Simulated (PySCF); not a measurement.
SMILES [F][Ca][F] (CaF2), CAM-B3LYP/def2-SVP optimised geometry. Atoms within 1.6 Å of the plane z = 0.0 Å (x, y, z in Å): Ca1 (-0.21, -0.61, 0.00), F2 (1.76, -0.61, 0.00), F3 (-1.76, 0.61, 0.00).

Level of theory: CAM-B3LYP/def2-TZVP run with PySCF. Cells within 0.4 Å of a nucleus heavier than hydrogen are left out (blank, or x).

Map of the Laplacian of the electron density (e/bohr⁵), clipped to [-1.50, 1.50] on the plane z = 0.0 Å:

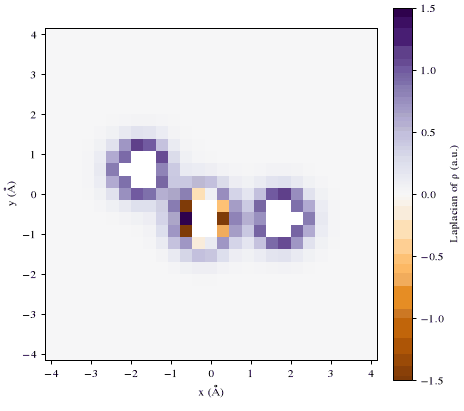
*Laplacian of the electron density (e/bohr⁵), clipped to [-1.50, 1.50] on the plane z = 0.0 Å.*
